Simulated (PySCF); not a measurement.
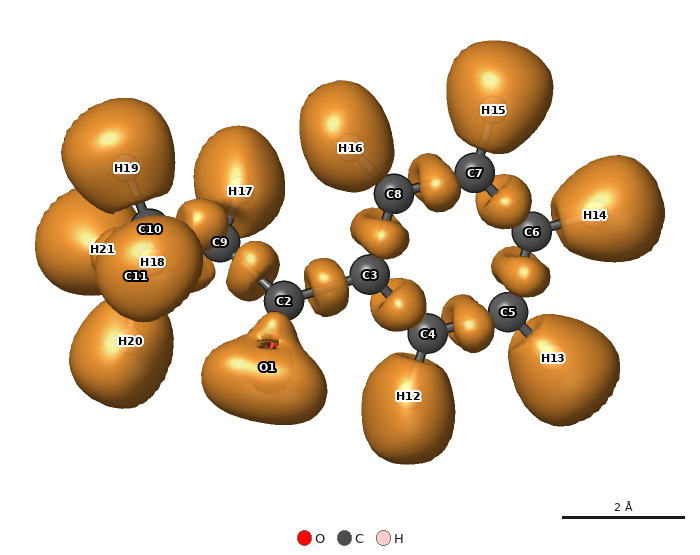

Figure 1: C$_{10}$H$_{10}$O (SMILES O=C(c1ccccc1)C1CC1). Isosurface of the electron localisation function at 0.75 (orange), seen across its widest extent. Core shells and regions of very low density are left out.

Geometry: GFN2-xTB.

Level of theory: wB97X-D/pcSseg-1, SCF density, in a chloroform solvent model, non-relativistic (PySCF 2.14.0).

```yaml
atoms:
  - { symbol: O, position_ang: [1.0417, 0.1956, -1.9431] }
  - { symbol: C, position_ang: [0.7569, 0.0600, -0.7707] }
  - { symbol: C, position_ang: [-0.6575, -0.0584, -0.3252] }
  - { symbol: C, position_ang: [-1.5725, -0.6634, -1.1842] }
  - { symbol: C, position_ang: [-2.8991, -0.7887, -0.8188] }
  - { symbol: C, position_ang: [-3.3304, -0.2895, 0.3996] }
  - { symbol: C, position_ang: [-2.4318, 0.3366, 1.2484] }
  - { symbol: C, position_ang: [-1.0996, 0.4481, 0.8943] }
  - { symbol: C, position_ang: [1.7906, -0.0106, 0.2924] }
  - { symbol: C, position_ang: [2.9076, 1.0114, 0.2459] }
  - { symbol: C, position_ang: [3.1892, -0.3968, -0.1265] }
  - { symbol: H, position_ang: [-1.2203, -1.0362, -2.1344] }
  - { symbol: H, position_ang: [-3.5997, -1.2695, -1.4854] }
  - { symbol: H, position_ang: [-4.3679, -0.3813, 0.6855] }
  - { symbol: H, position_ang: [-2.7718, 0.7397, 2.1910] }
  - { symbol: H, position_ang: [-0.4121, 0.9579, 1.5529] }
  - { symbol: H, position_ang: [1.4478, -0.3372, 1.2644] }
  - { symbol: H, position_ang: [2.8589, 1.7432, -0.5461] }
  - { symbol: H, position_ang: [3.2741, 1.3937, 1.1867] }
  - { symbol: H, position_ang: [3.3260, -0.6204, -1.1737] }
  - { symbol: H, position_ang: [3.7608, -1.0170, 0.5466] }
```

**Identify the bonds, lone pairs and shells in this picture.**

At this value the surface marks out eleven regions between bonded C–C atoms (shared pairs), ten regions around hydrogen nuclei and one region on O in which the atom's valence shell and bonds are merged. Along the contacts the grid gives the following. C–O (1.21 Å): the ELF peaks at about 0.85 between the atoms; a multiple bond. C–C (1.38 Å): the ELF peaks at about 0.95 between the atoms; a covalent bond.
